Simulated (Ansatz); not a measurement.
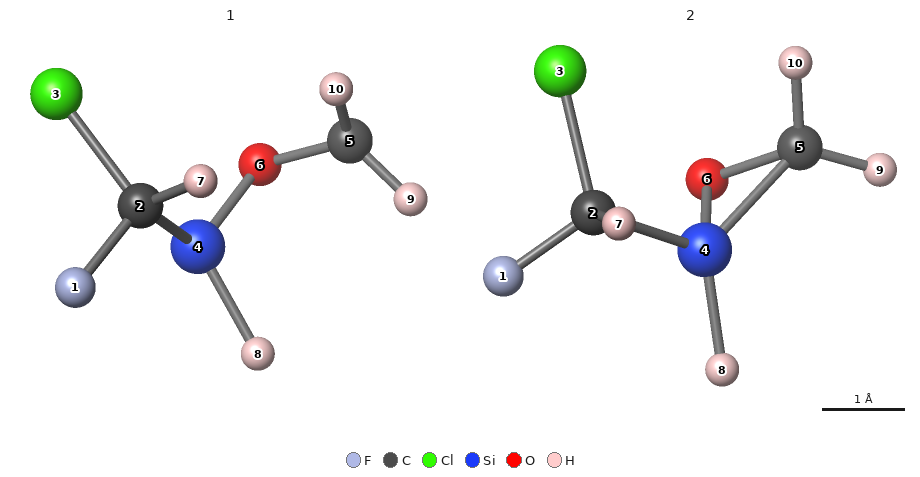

Two geometries of C2H4ClFOSi (coarse preliminary run), drawn at one scale. One is the start of a relaxation, the other its converged end. A ball-and-stick model, seen from a free direction.

Level of theory: RKS PBE-D4/def2-SVP (Ansatz). Settings: force threshold 0.03 eV/Å; at most 200 steps.

> Which of the two is the end point?

Structure 2 is the relaxed one. The start comes from a force field. The energy falls by 2.292 eV in 14 geometry steps. The largest force component goes from 3.5 to 0.015 eV/Å. H7 moves most after the best rigid fit: 0.86 Å. By element the largest moves are H 0.86 Å, F 0.77 Å, Si 0.73 Å, Cl 0.66 Å, O 0.24 Å, C 0.18 Å. Some distances before and after: Si4–C5 2.295 → 1.832 Å, C2–Si4 1.788 → 1.919 Å, Si4–O6 1.621 → 1.703 Å, C5–O6 1.400 → 1.476 Å. New bonds form: Si4–C5 (2.29 → 1.83 Å). Bond angles that change, for instance: Si4–O6–C5 98.6° → 69.9°, O6–Si4–H8 110.0° → 117.5°, C2–Si4–O6 123.6° → 117.1°. The run took 20 s on 4 threads of Arm Neoverse V2, on a shared host.
